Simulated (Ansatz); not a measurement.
Consider ZnCu$_{2}$SnS$_{4}$ (space group I-4, No. 82; a = 5.317 Å, c = 10.643 Å).

It is then changed as follows: cell and atoms relaxed at a pressure of 0.9 GPa.

Calculations: LDA in Ansatz (plane waves to 420 eV, PAW, scalar-relativistic without spin-orbit coupling).

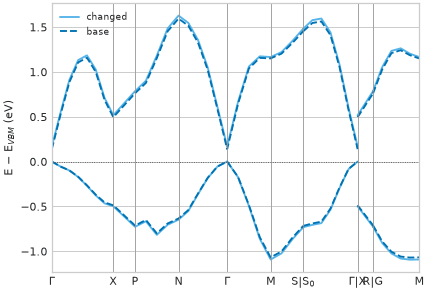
*Highest valence and lowest conduction band along the path, each from its own valence-band maximum*

Question: Read the changed gap and its character from the plot.

Answer: About 0.17 eV, direct at Γ.

Load acts through the strain it causes; cell and atoms are relaxed under it. No phonon test of stability was made. All final runs are without spin polarisation. The zero or small gap of ZnCu2SnS4 can change with the level of theory.

Ansatz is an electronic-structure program.
